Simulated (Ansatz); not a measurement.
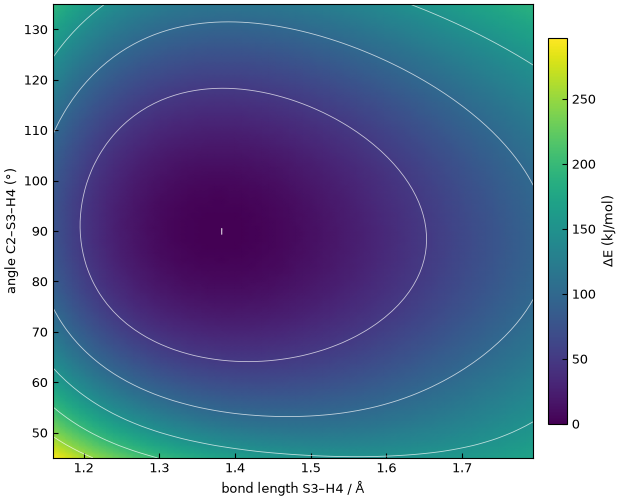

CHOS, SMILES O=[C+]S, charge +1. First axis: bond length S3–H4. Second axis: angle C2–S3–H4. Nothing is relaxed (all other coordinates rigid). Grid: 15 × 15 points. Points are written as (first, second). All energies are given in kJ/mol relative to the lowest grid point. These are results of RKS SPW92 (LDA)/def2-TZVP (Ansatz), not measurements.

In the figure: a smooth colour map with a few white contour lines. Between grid points the surface is interpolated.

The lowest grid point is at (1.386 Å, 90.0°). No other kind of well shows on this grid. The highest grid point, (1.159 Å, 45.0°), lies 297 kJ/mol above the lowest. Round the minimum the two coordinates are weakly coupled (coupling 0.05 in units of the two stiffnesses).

The level of theory is changed to RKS B3LYP-D4/def2-TZVP (Ansatz 0.2.0); with it change the reference geometry, relaxed at the new level; the new grid has 15 × 15 points, laid about the new relaxed structure.

**What does this change do to the map?**

The minimum (interpolated where it lies between grid points) moves from about (1.380 Å, 90°) to about (1.363 Å, 91°). The curvature at the minimum changes by less than a tenth (about 23) eV/Å² along bond length S3–H4 and from about 4.8 to 5.5 eV/rad² along angle C2–S3–H4.

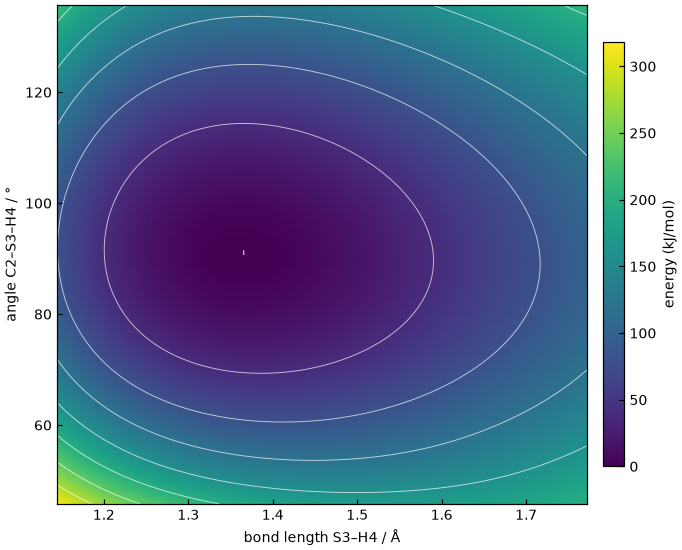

The map after the change, on a colour scale of its own. Drawn: a smooth colour map with a few white contour lines. Between grid points the surface is interpolated.
